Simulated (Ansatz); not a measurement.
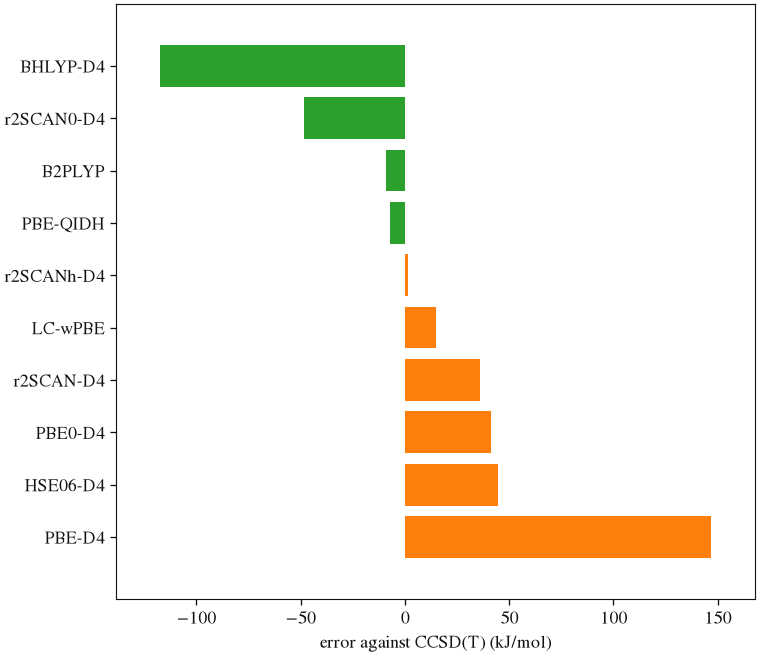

Error in the electronic atomisation energy (method less reference, so positive means overbinding) of CH₃BClNO, SMILES BO/C(=N\[H])Cl: functionals in def2-TZVPP against frozen-core CCSD(T) at the limit (MP2 extrapolated from triple and quadruple zeta, plus CCSD(T) less MP2 in a smaller set), which gives 3047.4 kJ/mol, at a PBE0-D4/def2-TZVP geometry (a minimum by its frequencies), no zero-point or spin-orbit term, the Ansatz code 0.2.0. The reference leaves out core correlation, a term that grows with the number of heavy atoms. B2PLYP and PBE-QIDH hold a correlation term that converges slowly with the basis, so part of the distance to the limit is basis error. No dispersion term is added to B2PLYP, PBE-QIDH and LC-wPBE.

### Which of these levels overbind, and which underbind?

Overbind: r2SCAN-D4, PBE0-D4, HSE06-D4 and PBE-D4. Underbind: BHLYP-D4 and r2SCAN0-D4. Within 25 kJ/mol of zero, too close to call in view of what the reference leaves out: B2PLYP, PBE-QIDH, r2SCANh-D4 and LC-wPBE.

### What range do the values span?

From −117.5 kJ/mol (BHLYP-D4) to 146.7 kJ/mol (PBE-D4).

Caveats, for all or some of the runs: one conformer of a flexible molecule.
